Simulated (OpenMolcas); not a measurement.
```
&GATEWAY
Basis set
Cr.ANO-RCC-VDZP.
Cr1 0.0 0.0 0.0 Angstrom
End of basis
Basis set
O.ANO-RCC-VDZP.
L1 2.201000 0.000000 0.000000 Angstrom
L2 0.000000 2.201000 0.000000 Angstrom
L3 0.000000 0.000000 2.201000 Angstrom
End of basis
Basis set
Mg.EMB-AIMP.Pascual.10s4p.1s1p.ECP.MgO.
PseudoCharge
* 3 symmetry-unique lattice sites within 7.6 angstrom
End of basis
Basis set
Mg.EMB-AIMP.Pascual.0s.0s.ECP.MgO.
PseudoCharge
* 40 symmetry-unique lattice sites within 7.6 angstrom
End of basis
Basis set
O.EMB-AIMP.Pascual.0s.0s.ECP.MgO.
PseudoCharge
* 55 symmetry-unique lattice sites within 7.6 angstrom
End of basis
Symmetry
XYZ
AngMom=0.0 0.0 0.0
AMFI
RICD
XField
997 Angstrom 0
* Evjen-weighted lattice charges
&SEWARD
&RASSCF
FileOrb=start.orb
Symmetry=1
Spin=5
nActEl=4 0 0
Inactive=18 21
Ras2=5 0
CIRoot=5 5 1
SDav=5
CIMx=300
Iter=150 100
PrWF=0.3
OrbListing=Nothing
MaxOrb=0
LevShft=1.0
>>> COPY $Project.JobIph JOB001
&RASSCF
FileOrb=start.orb
Symmetry=1
Spin=3
nActEl=4 0 0
Inactive=18 21
Ras2=5 0
CIRoot=45 45 1
SDav=45
CIMx=300
Iter=150 100
PrWF=0.3
OrbListing=Nothing
MaxOrb=0
LevShft=1.0
>>> COPY $Project.JobIph JOB002
&RASSCF
FileOrb=start.orb
Symmetry=1
Spin=1
nActEl=4 0 0
Inactive=18 21
Ras2=5 0
CIRoot=50 50 1
SDav=50
CIMx=300
Iter=150 100
PrWF=0.3
OrbListing=Nothing
MaxOrb=0
LevShft=1.0
>>> COPY $Project.JobIph JOB003
&RASSI
NrOfJobIphs=3 5 45 50
1 2 3 4 5
1 2 3 4 5 6 7 8 9 10 11 12 13 14 15 16 17 18 19 20 21 22 23 24 25 26 27
28 29 30 31 32 33 34 35 36 37 38 39 40 41 42 43 44 45
1 2 3 4 5 6 7 8 9 10 11 12 13 14 15 16 17 18 19 20 21 22 23 24 25 26 27
28 29 30 31 32 33 34 35 36 37 38 39 40 41 42 43 44 45 46 47 48 49 50
IphNames
JOB001
JOB002
JOB003
EJob
SpinOrbit
DIPRint=1.0
SOCoupling=1000.0
Subsets=2
Property=9
'ANGMOM' 1 'ANGMOM' 2 'ANGMOM' 3 'MLTPL  1' 1 'MLTPL  1' 2 'MLTPL  1' 3
'AMFI' 1 'AMFI' 2 'AMFI' 3
SOProperty=3
'ANGMOM' 1 'ANGMOM' 2 'ANGMOM' 3
```

Command:
```bash
OMP_NUM_THREADS=1 MOLCAS_MEM=2457 MOLCAS_PROJECT=a pymolcas a.inp > a.log  # once for each step of the input, in one work folder
```

Level of the calculation: state-averaged CASSCF, active space 4 electrons in the shell 3d, basis ANO-RCC-VDZP on all atoms, DKH2 scalar Hamiltonian, spin-orbit coupling by RASSI with atomic mean-field integrals (OpenMolcas). Powder susceptibility by Van Vleck's formula.

Cr²⁺ (3d⁴) as a dopant in MgO, a cluster with its 6 nearest O²⁻ at 2.201 Å (octahedron) embedded in model potentials and point charges; the geometry was set, not optimised. The cluster and the levels that result:

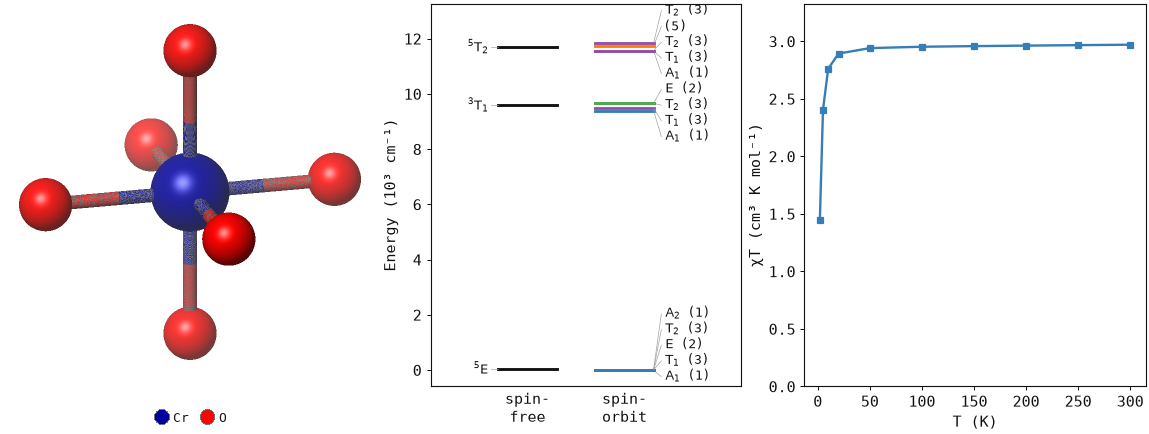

Labels give the representation in O, Td, D4 or D3 as the site allows (double group for half-integer spin) where it could be assigned and, in brackets, the degeneracy; spin-free states, where drawn, share the zero of the spin-orbit levels.

The ground level is A₁, non-degenerate, 100 % from states of spin multiplicity 5. The next level lies at 5.3 cm⁻¹ (T₁). The lowest spin-free state is ⁵E; of the same spin there follows at 11,700 cm⁻¹ (⁵T₂) above it. A ligand-field fit to the spin-free states gives |10Dq| = 12,100 cm⁻¹, B = 969 and C = 3,590 cm⁻¹ (rms misfit 200 cm⁻¹). χT is 1.45 cm³ K mol⁻¹ at 2 K and 2.97 at 300 K, an effective moment of 4.88 μB. The active orbitals hold 92 to 97 % metal character (Löwdin), and the Mulliken charge of the metal is +1.33.

Limits of the model: orbital doublet at a regular site, Jahn-Teller distortion not allowed for; small active space favours high spin, ground spin may be wrong; the geometry is set by hand, with no relaxation and no charge compensation.
